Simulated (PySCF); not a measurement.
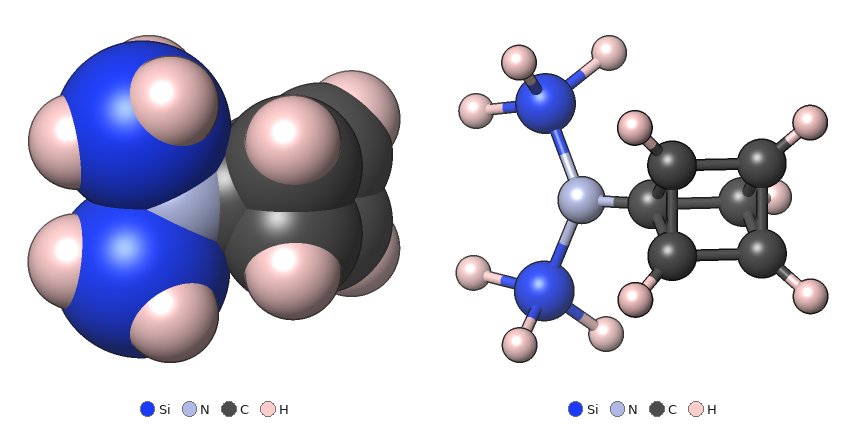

The same structure drawn twice, from different directions.

The geometry was computed by an optimisation with PBE0-D3(BJ)/def2-SVP. No frequency run is at hand to confirm it as a minimum.

**Which formula does it have?**

C6H11NSi2, 20 atoms: 6 carbon, 11 hydrogen, 1 nitrogen and 2 silicon.

**Name some functional groups or characteristic bonds that it holds.**

Among them: Si–H bond, Si–N bond.

**Write the SMILES.**

[SiH3]N([SiH3])[C@@]12[C@@H]3[C@H]4[C@@H]3[C@@H]1[C@H]42

**Count the bonded pairs by element.**

9 C–C, 6 Si–H, 5 C–H, 2 N–Si, 1 C–N.

**Describe its rings.**

Independent rings (smallest set): 2 of 3 members, 2 of 4 members.

More results for the same structure follow; atom numbers are the same in all pictures, views and colours differ.

Shape

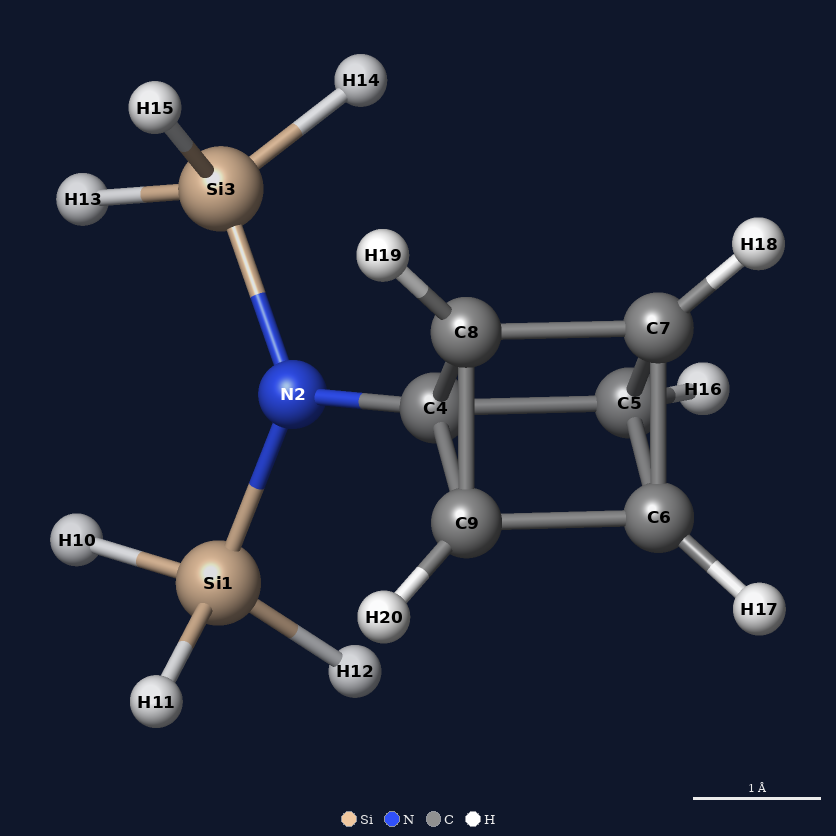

The atoms are numbered. No frequency run is at hand to confirm it as a minimum.

Which atoms are bonded, and how long are the bonds? Leave out bonds to hydrogen.

```tsv
bond	length (Å)	order
Si1–N2	1.752	single
N2–Si3	1.753	single
N2–C4	1.412	single
C4–C5	1.563	single
C4–C8	1.517	single
C4–C9	1.516	single
C5–C6	1.512	single
C5–C7	1.512	single
C6–C7	1.511	single
C6–C9	1.546	single
C7–C8	1.546	single
C8–C9	1.518	single
```

Quadrupole coupling

No frequency run is at hand to confirm it as a minimum. Electric field gradients from the ground-state density, PBE0/pcSseg-1 (PySCF 2.14.0), non-relativistic apart from any core potentials.

Give the largest field-gradient component, the quadrupole coupling constant and the asymmetry for 14N at N2 (Q = 20.44 mb), 2H at H10 (Q = 2.86 mb), 2H at H11 (Q = 2.86 mb), 2H at H12 (Q = 2.86 mb), 2H at H13 (Q = 2.86 mb).

```csv
atom,V_zz (a.u.),e²qQ/h (MHz),η
N2,−0.835,−4.01,0.49
H10,0.139,0.094,0.05
H11,0.139,0.093,0.04
H12,0.138,0.093,0.03
H13,0.139,0.094,0.05
```

Levels of theory compared

No frequency run is at hand to confirm it as a minimum. Program: PySCF 2.14.0.

Compare dipole (D), HOMO energy (eV) at these levels: B3LYP/def2-SVPD; PBE0/pcSseg-1; PBE0/pcSseg-1 in acetone (IEF-PCM); PBE0/pcSseg-1 in dimethylsulfoxide (IEF-PCM).

```
                                       level  dipole (D)  HOMO energy (eV)
                             B3LYP/def2-SVPD        0.74             −6.44
                               PBE0/pcSseg-1        0.68             −6.65
          PBE0/pcSseg-1 in acetone (IEF-PCM)        0.73             −6.56
PBE0/pcSseg-1 in dimethylsulfoxide (IEF-PCM)        0.73             −6.56
```

Polarisability

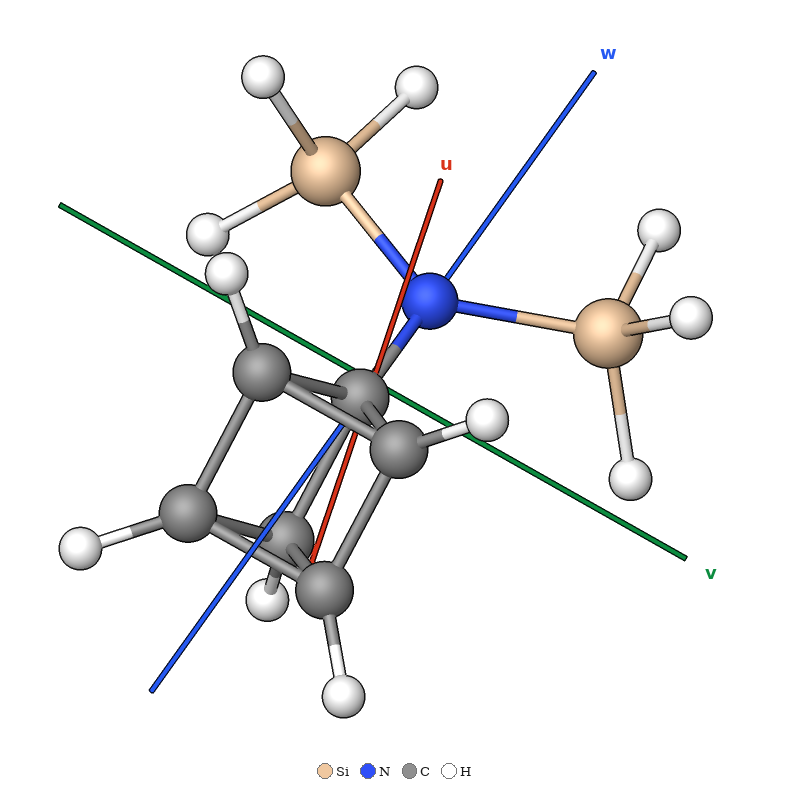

The lines u, v and w are the principal axes of the static dipole polarisability. No frequency run is at hand to confirm it as a minimum. Method: B3LYP/def2-SVPD (PySCF 2.14.0).

**Along which axis is the molecule most polarisable, and along which least?**

Most along w, least along u.

**Give the three principal values.**

u 104.4, v 119.1, w 133.1 bohr³; mean 118.9, anisotropy 24.8 bohr³.

Ring current

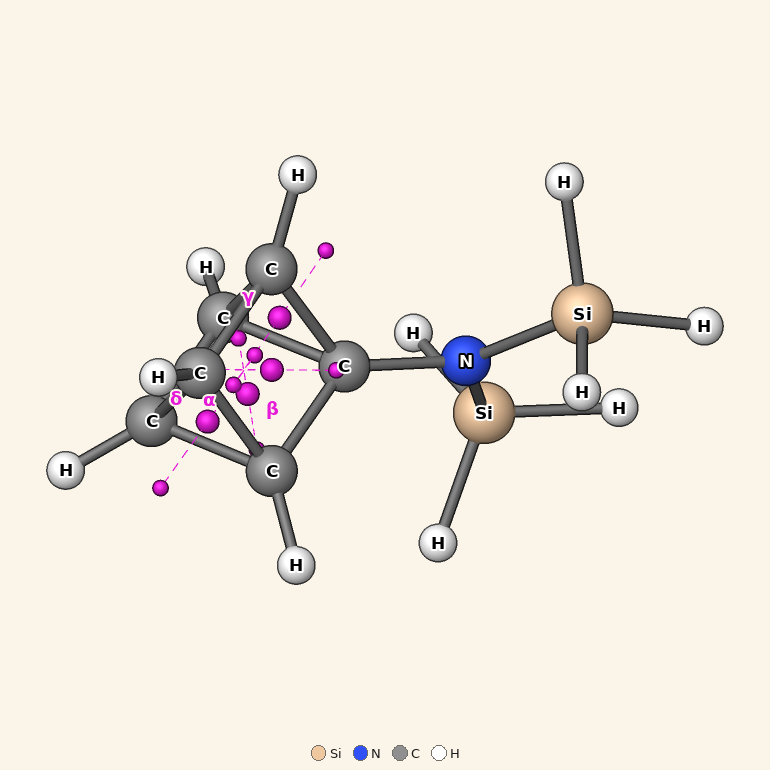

The small points mark where nucleus-independent chemical shifts (NICS) were computed: at the centre of each lettered ring and 1 Å above and below it. No frequency run is at hand to confirm it as a minimum. Method: GIAO PBE0/pcSseg-1 NMR shielding, non-relativistic, gas phase (PySCF 2.14.0).

Give NICS(0), NICS(1) and the out-of-plane component NICS(1)zz for each ring (means of the two sides).

| ring | members | NICS(0) | NICS(1) | NICS(1)zz |
| --- | --- | --- | --- | --- |
| α | C4 | −3.8 | −9.3 | −7.2 |
| β | C4 | −3.7 | −9.3 | −7.2 |
| γ | C3 | −35.1 | −8.7 | −36.9 |
| δ | C3 | −36.5 | −9.0 | −40.6 |

Values in ppm.
